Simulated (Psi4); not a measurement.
# Frequency calculation, with input and output: AlH3 (part 2 of 3)

Continued. System: AlH3, SMILES [AlH3]. Method: SVWN-RPA/cc-pVTZ, RKS (Psi4 1.11). The geometry was optimised with SVWN-RPA/cc-pVTZ.

Geometry of the input (Å):
```
Al 0.0420  0.0463  -0.0057
H  0.6388  0.7279  1.3052
H  -1.3381  -0.7461  0.0666
H  0.8257  0.1566  -1.3881
```

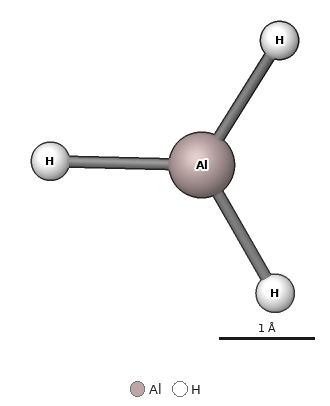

*The structure as given in the input (ball-and-stick view, seen at a tilt). Sticks mark near contacts.*

### What the program printed, continued
```
       9A     -0.117827    10A     -0.009032    11A      0.009855
      12A      0.009891    13A      0.070526    14A      0.098826
      15A      0.098833    16A      0.114473    17A      0.114490
      18A      0.155828    19A      0.221214    20A      0.257854
      21A      0.257898    22A      0.327355    23A      0.398262
      24A      0.398321    25A      0.522721    26A      0.584526
      27A      0.584532    28A      0.596507    29A      0.649143
      30A      0.649164    31A      0.696912    32A      0.718133
      33A      0.718156    34A      0.803061    35A      0.803134
      36A      0.897093    37A      0.938010    38A      0.938104
      39A      0.987102    40A      1.044802    41A      1.044897
      42A      1.193149    43A      1.353849    44A      1.418660
      45A      1.418972    46A      1.864565    47A      1.960789
      48A      1.961113    49A      2.020568    50A      2.677345
      51A      2.677497    52A      2.753134    53A      3.094884
      54A      3.170282    55A      3.170307    56A      3.217294
      57A      3.217383    58A      3.255135    59A      3.303923
      60A      3.309876    61A      3.309932    62A      3.389376
      63A      3.389506    64A      3.443508    65A      3.631484
      66A      3.631583    67A      3.668042    68A      3.792699
      69A      3.855205    70A      3.855302    71A      3.879661
      72A      3.879730    73A      4.217597    74A      4.323967
      75A      4.421682    76A      4.421960

    Final Occupation by Irrep:
              A
    DOCC [     8 ]
    NA   [     8 ]
    NB   [     8 ]

  @DF-RKS Final Energy:  -243.41793577983879

   => Energetics <=

    Nuclear Repulsion Energy =             13.5295749936731884
    One-Electron Energy =                -365.4977000336984929
    Two-Electron Energy =                 127.4393149784977481
    DFT Exchange-Correlation Energy =     -18.8891257183112273
    Empirical Dispersion Energy =           0.0000000000000000
    VV10 Nonlocal Energy =                  0.0000000000000000
    Total Energy =                       -243.4179357798387855

Computation Completed

Properties will be evaluated at   0.000000,   0.000000,   0.000000 [a0]

Properties computed using the SCF density matrix

 Multipole Moments:

 ------------------------------------------------------------------------------------
     Multipole            Electronic (a.u.)      Nuclear  (a.u.)        Total (a.u.)
 ------------------------------------------------------------------------------------

 L = 1.  Multiply by 2.5417464519 to convert [e a0] to [Debye]
 Dipole X            :         -0.0003500            0.0002212           -0.0001288
 Dipole Y            :          0.0007247           -0.0004598            0.0002649
 Dipole Z            :         -0.0013435            0.0007701           -0.0005733
 Magnitude           :                                                    0.0006446

 ------------------------------------------------------------------------------------

	total time  =          3 seconds =       0.05 minutes

         ------------------------------------------------------------
                                   SCF HESS
         ------------------------------------------------------------

  ==> Geometry <==

    Molecular point group: c1
    Full point group: C1

    Geometry (in Angstrom), charge = 0, multiplicity = 1:

       Center              X                  Y                   Z               Mass
    ------------   -----------------  -----------------  -----------------  -----------------
         AL          -0.000008497904     0.000017667580    -0.000029591516    26.981538530000
         H            0.596727502096     0.681566667580     1.310899408484     1.007825032230
         H           -1.380160497904    -0.792388332420     0.072261408484     1.007825032230
         H            0.783660502096     0.110348667580    -1.382368591516     1.007825032230

  Nuclear repulsion =   13.529574993673188

  ==> Basis Set <==

  Basis Set: CC-PVTZ
    Blend: CC-PVTZ
    Number of shells: 30
    Number of basis functions: 76
    Number of Cartesian functions: 84
    Spherical Harmonics?: true
    Max angular momentum: 3

  ==> DFT Potential <==

   => LibXC <=

    Version 7.1.2

   => Composite Functional: SVWN <=

    Slater exchange
    Vosko, Wilk & Nusair (VWN5_RPA)

    Deriv               =              1
    GGA                 =          FALSE
    Meta                =          FALSE

    Exchange Hybrid     =          FALSE
    MP2 Hybrid          =          FALSE

   => Exchange Functionals <=

    1.0000         XC_LDA_X

   => Correlation Functionals <=

    1.0000   XC_LDA_C_VWN_RPA

   => LibXC Density Thresholds  <==

    XC_LDA_C_VWN_RPA:  1.00E-15
    XC_LDA_X:  1.00E-15

   => Molecular Quadrature <=

    Radial Scheme          =       TREUTLER
    Pruning Scheme         =           NONE
    Nuclear Scheme         =       TREUTLER

    Blocking Scheme        =         OCTREE
    BS radius alpha        =              1
    Pruning alpha          =              1
    Radial Points          =             75
    Spherical Points       =            302
    Total Points           =          87851
    Total Blocks           =            718
    Max Points             =            256
    Max Functions          =             76
    Weights Tolerance      =       1.00E-15

  ==> DFJKGrad: Density-Fitted SCF Gradients <==

    Gradient:                    2
    J tasked:                  Yes
    K tasked:                   No
    wK tasked:                  No
    Integrals threads:           1
    Memory [MiB]:             1144
    Schwarz Cutoff:          1E-12
    Fitting Condition:       1E-10

   => Auxiliary Basis Set <=

  Basis Set: (CC-PVTZ AUX)
    Blend: CC-PVTZ-JKFIT
    Number of shells: 67
    Number of basis functions: 211
    Number of Cartesian functions: 250
    Spherical Harmonics?: true
    Max angular momentum: 4

  DFHelper Memory: AOs need 0.011 GiB; user supplied 1.341 GiB.
  SCF_SUBTYPE=INCORE selected. In-core MEM_DF algorithm will be used.
  Using in-core AOs.

  ==> MemDFJK: Density-Fitted J/K Matrices <==

    J tasked:                   Yes
    K tasked:                   Yes
    wK tasked:                   No
    Memory [MiB]:              1373
    Algorithm:                 Core
    Schwarz Cutoff:           1E-12
    Mask sparsity (%):       0.0000
    Fitting Condition:        1E-10

   => Auxiliary Basis Set <=

  Basis Set: (CC-PVTZ AUX)
    Blend: CC-PVTZ-JKFIT
    Number of shells: 67
    Number of basis functions: 211
    Number of Cartesian functions: 250
    Spherical Harmonics?: true
    Max angular momentum: 4

   ==> Coupled-Perturbed RKS Solver <==

    Maxiter             =         100
    Convergence         =   1.000E-06
    Number of equations =          12
   -----------------------------------------------------
     Iter   Residual RMS      Max RMS  Remain  Time [s]
   -----------------------------------------------------
        1      4.611e-01    5.787e-01      12         5
        2      8.686e-02    1.083e-01      12         8
        3      6.684e-03    7.844e-03      12        11
        4      1.013e-03    1.274e-03      12        15
        5      2.310e-04    2.755e-04      12        18
        6      2.173e-05    3.010e-05      12        21
        7      2.353e-06    4.059e-06       9        24
        8      5.043e-07    7.734e-07       0        26
  ## Total Hessian (Symmetry 0) ##
  Irrep: 1 Size: 12 x 12

                 1                   2                   3                   4                   5

    1    -0.19217363382902     0.07003639504772    -0.01785975174718    -0.03202654783288    -0.01804059425225
    2     0.07003639504772    -0.27041208800775     0.03008379756990    -0.01804266716380    -0.03608946500941
    3    -0.01785975174718     0.03008379756990    -0.15868617299933    -0.03352478065493    -0.03867789207015
    4    -0.03202654783288    -0.01804266716380    -0.03352478065493     0.02789687082857     0.02220074031505
    5    -0.01804059425225    -0.03608946500941    -0.03867789207015     0.02220074031505     0.02909464663087
    6    -0.03352310175055    -0.03868052796667    -0.09091003103991     0.03526691026963     0.04273738846003
    7    -0.09884697019601    -0.04771413764176     0.00444110527113     0.00002759315014    -0.00297384412271
    8    -0.04771766670299    -0.04315885973552     0.00223820446365    -0.00435869495209     0.00252459816997
    9     0.00444221754570     0.00223865931886    -0.01716312095237    -0.00516393357355    -0.00378922989426
   10    -0.04319872184256    -0.00427928139020     0.04694443856109     0.00409880991509    -0.00118372262335
   11    -0.00427777265121    -0.01658503393483     0.00635716800742     0.00020314364655     0.00446596006474
   12     0.04694182880411     0.00635946354804    -0.09948387044862     0.00342421596512    -0.00026734408084

                 6                   7                   8                   9                  10

    1    -0.03352310175055    -0.09884697019601    -0.04771766670299     0.00444221754570    -0.04319872184256
    2    -0.03868052796667    -0.04771413764176    -0.04315885973552     0.00223865931886    -0.00427928139020
    3    -0.09091003103991     0.00444110527113     0.00223820446365    -0.01716312095237     0.04694443856109
    4     0.03526691026963     0.00002759315014    -0.00435869495209    -0.00516393357355     0.00409880991509
    5     0.04273738846003    -0.00297384412271     0.00252459816997    -0.00378922989426    -0.00118372262335
    6     0.09245165947205     0.00032032925916    -0.00056788995002     0.00223410381064    -0.00206150567724
    7     0.00032032925916     0.09961204453243     0.05403116341443    -0.00550423404377    -0.00078657833251
    8    -0.00056788995002     0.05403116341443     0.03668554175781    -0.00118884445812    -0.00196285198008
    9     0.00223410381064    -0.00550423404377    -0.00118884445812     0.01333619747190     0.00620584909063
   10    -0.00206150567724    -0.00078657833251    -0.00196285198008     0.00620584909063     0.03988770019282
   11    -0.00348592319547    -0.00335192543296     0.00395285490611     0.00273229859255     0.00744902918395
   12    -0.00377618990378     0.00071996076279    -0.00049019618672     0.00162383777194    -0.05110818451166

                11                  12

    1    -0.00427777265121     0.04694182880411
    2    -0.01658503393483     0.00635946354804
    3     0.00635716800742    -0.09948387044862
    4     0.00020314364655     0.00342421596512
    5     0.00446596006474    -0.00026734408084
    6    -0.00348592319547    -0.00377618990378
    7    -0.00335192543296     0.00071996076279
    8     0.00395285490611    -0.00049019618672
    9     0.00273229859255     0.00162383777194
   10     0.00744902918395    -0.05110818451166
   11     0.00813100540553    -0.00560797269170
   12    -0.00560797269170     0.10161701788810

	total time  =         41 seconds =       0.68 minutes

  ==> Harmonic Vibrational Analysis <==

  non-mass-weighted Hessian:       Symmetric? True   Hermitian? True   Lin Dep Dim?  0 (0)
  projection of translations (True) and rotations (True) removed 6 degrees of freedom (6)
  total projector:                 Symmetric? True   Hermitian? True   Lin Dep Dim?  6 (6)
  mass-weighted Hessian:           Symmetric? True   Hermitian? True   Lin Dep Dim?  0 (0)
  pre-proj  low-frequency mode:    0.0000i [cm^-1]
  pre-proj  low-frequency mode:    0.0000i [cm^-1]
  pre-proj  low-frequency mode:    0.0000i [cm^-1]
  pre-proj  low-frequency mode:    0.0000i [cm^-1]
  pre-proj  low-frequency mode:   22.5022  [cm^-1]
  pre-proj  low-frequency mode:   27.2384  [cm^-1]
  pre-proj  all modes:['581.2944i' '575.1126i' '575.0718i' '26.3761i' '22.5022' '27.2384'
 '660.8023' '737.3445' '737.9686' '1870.7558' '1887.5294' '1888.8968']
  projected mass-weighted Hessian: Symmetric? True   Hermitian? True   Lin Dep Dim?  6 (6)
  post-proj low-frequency mode:    0.0000i [cm^-1] (TR)
  post-proj low-frequency mode:    0.0000i [cm^-1] (TR)
  post-proj low-frequency mode:    0.0000  [cm^-1] (TR)
  post-proj low-frequency mode:    0.0000  [cm^-1] (TR)
  post-proj low-frequency mode:    0.0000  [cm^-1] (TR)
  post-proj low-frequency mode:    0.0000  [cm^-1] (TR)
  post-proj  all modes:['0.0000i' '0.0000i' '0.0000' '0.0000' '0.0000' '0.0000' '649.1027'
 '732.7965' '733.4130' '1870.7545' '1887.1322' '1888.4980']

  Vibration                       7                   8                   9
  Freq [cm^-1]                 649.1027            732.7965            733.4130
  Irrep                           A                   A                   A
  Reduced mass [u]              1.1161              1.0590              1.0590
  Force const [mDyne/A]         0.2771              0.3351              0.3356
  Turning point v=0 [a0]        0.4077              0.3939              0.3937
  RMS dev v=0 [a0 u^1/2]        0.3045              0.2866              0.2865
  IR activ [km/mol]            263.8089            177.4780            177.3350
  Char temp [K]                933.9143           1054.3311           1055.2180
  ----------------------------------------------------------------------------------
      1   AL               0.03 -0.05  0.01   -0.03 -0.02 -0.02    0.02  0.00 -0.04
      2   H               -0.28  0.49 -0.12    0.37  0.15 -0.27   -0.52 -0.22  0.33
      3   H               -0.29  0.49 -0.12   -0.04  0.06  0.32   -0.04  0.16  0.73
      4   H               -0.29  0.49 -0.12    0.58  0.43  0.37    0.08  0.05  0.02

  Vibration                       10                  11                  12
  Freq [cm^-1]                1870.7545           1887.1322           1888.4980
  Irrep                           A                   A                   A
  Reduced mass [u]              1.0080              1.0592              1.0593
  Force const [mDyne/A]         2.0784              2.2225              2.2259
  Turning point v=0 [a0]        0.2527              0.2454              0.2453
  RMS dev v=0 [a0 u^1/2]        0.1794              0.1786              0.1785
  IR activ [km/mol]             0.6973             213.9493            214.1631
  Char temp [K]               2691.5992           2715.1631           2717.1281
  ----------------------------------------------------------------------------------
      1   AL              -0.00 -0.00 -0.00   -0.02 -0.02 -0.03    0.03  0.01 -0.03
      2   H                0.23  0.26  0.51    0.28  0.33  0.63    0.08  0.08  0.13
      3   H               -0.49 -0.28  0.02    0.51  0.29 -0.04   -0.50 -0.29  0.01
      4   H                0.27  0.04 -0.47   -0.14 -0.03  0.22   -0.39 -0.05  0.70

  ==> Thermochemistry Components <==

  Entropy, S
    Electronic S                             0.000 [cal/(mol K)]        0.000 [J/(mol K)]       0.00000000 [mEh/K] (multiplicity = 1)
    Translational S                         36.130 [cal/(mol K)]      151.167 [J/(mol K)]       0.05757631 [mEh/K] (mol. weight = 30.0050 [u], P = 101325.00 [Pa])
    Rotational S                            16.294 [cal/(mol K)]       68.174 [J/(mol K)]       0.02596608 [mEh/K] (symmetry no. = 1)
    Vibrational S                            0.918 [cal/(mol K)]        3.840 [J/(mol K)]       0.00146247 [mEh/K]
  Total S                                   53.341 [cal/(mol K)]      223.180 [J/(mol K)]       0.08500487 [mEh/K]
  Correction S                               0.000 [cal/(mol K)]        0.000 [J/(mol K)]       0.00000000 [mEh/K]

  Constant volume heat capacity, Cv
    Electronic Cv                            0.000 [cal/(mol K)]        0.000 [J/(mol K)]       0.00000000 [mEh/K]
    Translational Cv                         2.981 [cal/(mol K)]       12.472 [J/(mol K)]       0.00475022 [mEh/K]
    Rotational Cv                            2.981 [cal/(mol K)]       12.472 [J/(mol K)]       0.00475022 [mEh/K]
    Vibrational Cv                           2.520 [cal/(mol K)]       10.544 [J/(mol K)]       0.00401593 [mEh/K]
  Total Cv                                   8.482 [cal/(mol K)]       35.487 [J/(mol K)]       0.01351637 [mEh/K]
  Correction Cv                              0.000 [cal/(mol K)]        0.000 [J/(mol K)]       0.00000000 [mEh/K]

  Constant pressure heat capacity, Cp
    Electronic Cp                            0.000 [cal/(mol K)]        0.000 [J/(mol K)]       0.00000000 [mEh/K]
    Translational Cp                         4.968 [cal/(mol K)]       20.786 [J/(mol K)]       0.00791703 [mEh/K]
    Rotational Cp                            2.981 [cal/(mol K)]       12.472 [J/(mol K)]       0.00475022 [mEh/K]
    Vibrational Cp                           2.520 [cal/(mol K)]       10.544 [J/(mol K)]       0.00401593 [mEh/K]
  Total Cp                                  10.469 [cal/(mol K)]       43.802 [J/(mol K)]       0.01668318 [mEh/K]
  Correction Cp                              0.000 [cal/(mol K)]        0.000 [J/(mol K)]       0.00000000 [mEh/K]

  ==> Thermochemistry Energy Analysis <==

  Raw electronic energy, E_e
  Total E_e, Electronic energy at well bottom                                          -243.41793578 [Eh]

  Zero-point vibrational energy, ZPVE = Sum_i omega_i / 2,  E_0 = E_e + ZPVE
    Vibrational ZPVE                        11.096 [kcal/mol]       46.425 [kJ/mol]       0.01768245 [Eh]        3880.848 [cm^-1]
  Correction ZPVE to E_e                    11.096 [kcal/mol]       46.425 [kJ/mol]       0.01768245 [Eh]        3880.848 [cm^-1]
  Total E_0, Enthalpy at 0 [K]                                                         -243.40025333 [Eh]
  *** Absolute enthalpy, not an enthalpy of formation ***

  Thermal (internal) energy, E (includes ZPVE and finite-temperature corrections)
    Electronic contrib to E beyond E_e       0.000 [kcal/mol]        0.000 [kJ/mol]       0.00000000 [Eh]
    Translational contrib to E               0.889 [kcal/mol]        3.718 [kJ/mol]       0.00141628 [Eh]
    Rotational contrib to E                  0.889 [kcal/mol]        3.718 [kJ/mol]       0.00141628 [Eh]
    Vibrational contrib to E                11.308 [kcal/mol]       47.312 [kJ/mol]       0.01802033 [Eh]
  Correction E                              13.085 [kcal/mol]       54.749 [kJ/mol]       0.02085288 [Eh]
  Total E, Thermal (internal) energy at  298.15 [K]                                    -243.39708290 [Eh]

  Enthalpy, H_trans = E_trans + k_B * T = E_trans + P * V
    Electronic contrib to H beyond E_e       0.000 [kcal/mol]        0.000 [kJ/mol]       0.00000000 [Eh]
    Translational contrib to H               1.481 [kcal/mol]        6.197 [kJ/mol]       0.00236046 [Eh]
    Rotational contrib to H                  0.889 [kcal/mol]        3.718 [kJ/mol]       0.00141628 [Eh]
    Vibrational contrib to H                11.308 [kcal/mol]       47.312 [kJ/mol]       0.01802033 [Eh]
  Correction H                              13.678 [kcal/mol]       57.228 [kJ/mol]       0.02179707 [Eh]
  Total H, Enthalpy at  298.15 [K]                                                     -243.39613871 [Eh]
  *** Absolute enthalpy, not an enthalpy of formation ***

  Gibbs free energy, G = H - T * S
    Electronic contrib to G beyond E_e       0.000 [kcal/mol]        0.000 [kJ/mol]       0.00000000 [Eh]
    Translational contrib to G              -9.291 [kcal/mol]      -38.873 [kJ/mol]      -0.01480592 [Eh]
    Rotational contrib to G                 -3.969 [kcal/mol]      -16.608 [kJ/mol]      -0.00632551 [Eh]
    Vibrational contrib to G                11.034 [kcal/mol]       46.168 [kJ/mol]       0.01758429 [Eh]
  Correction G                              -2.226 [kcal/mol]       -9.313 [kJ/mol]      -0.00354713 [Eh]
  Total G, Gibbs energy at  298.15 [K]                                                 -243.42148291 [Eh]
  *** Absolute Gibbs energy, not a free energy of formation ***
```

### Standard output
```
E = -243.41793578
wavenumbers / cm^-1: [ 649.1  732.8  733.4 1870.8 1887.1 1888.5]
```

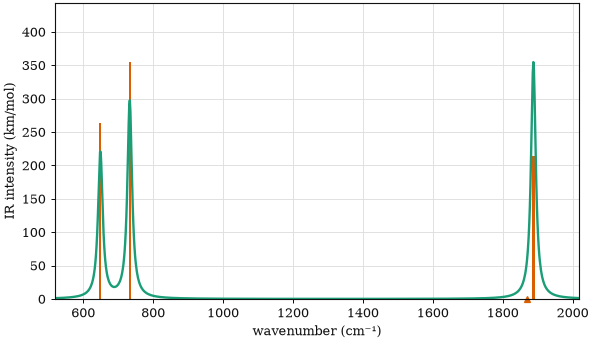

*Harmonic infrared spectrum, unscaled: sticks (degenerate modes added up, dark ones marked on the axis) with a Lorentzian envelope of 16 cm⁻¹ full width, scaled to the tallest stick.*

6 modes from 649 to 1888 cm⁻¹, none imaginary. The strongest line is at 733 cm⁻¹ (355 km/mol). All modes, in cm⁻¹ (km/mol): 649 (264), 733 (177), 733 (177), 1871 (0.7), 1887 (214), 1888 (214).

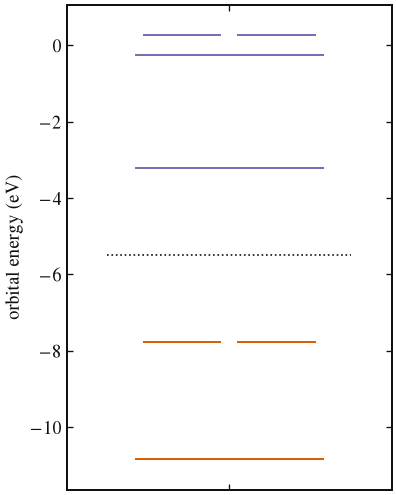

*Orbital energies near the frontier; the dotted line parts filled from empty levels, and levels within 0.02 eV of each other stand side by side.*

Highest filled −7.78 eV, lowest empty −3.21 eV, 4.57 eV apart.
